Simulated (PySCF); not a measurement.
C₉H₉F₃, SMILES c1c(c(ccc1)C(F)(F)F)CC at its GFN2-xTB optimised geometry (Å):

```
21

C     -2.1561    -2.1765     1.4782
C     -1.7142    -1.8766     0.0428
C     -0.8834    -0.6263     0.0000
C     -1.5297     0.6061     0.0046
C     -0.8250     1.7942     0.0089
C      0.5596     1.7769     0.0070
C      1.2270     0.5675     0.0000
C      0.5132    -0.6263     0.0000
C      1.2816    -1.9190    -0.0213
F      0.9784    -2.7348     1.0065
F      1.0606    -2.6377    -1.1420
F      2.6096    -1.7413     0.0380
H     -2.7100    -1.3358     1.8900
H     -1.2930    -2.3652     2.1111
H     -2.7941    -3.0562     1.4942
H     -2.6003    -1.7294    -0.5786
H     -1.1698    -2.7327    -0.3520
H     -2.6096     0.6239     0.0012
H     -1.3550     2.7348     0.0111
H      1.1192     2.6991     0.0081
H      2.3058     0.5451    -0.0050
```

Computed with PySCF 2.14.0 with PBE0/def2-SVP. Cells within 0.4 Å of a nucleus heavier than hydrogen are left out (blank, or x).

Map of the electron localisation function on the plane z = 0.0 Å:

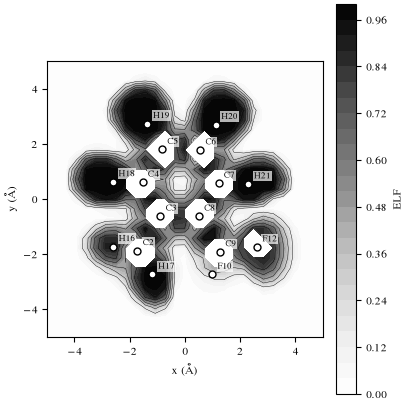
Fig. 1. Electron localisation function on the plane z = 0.0 Å.
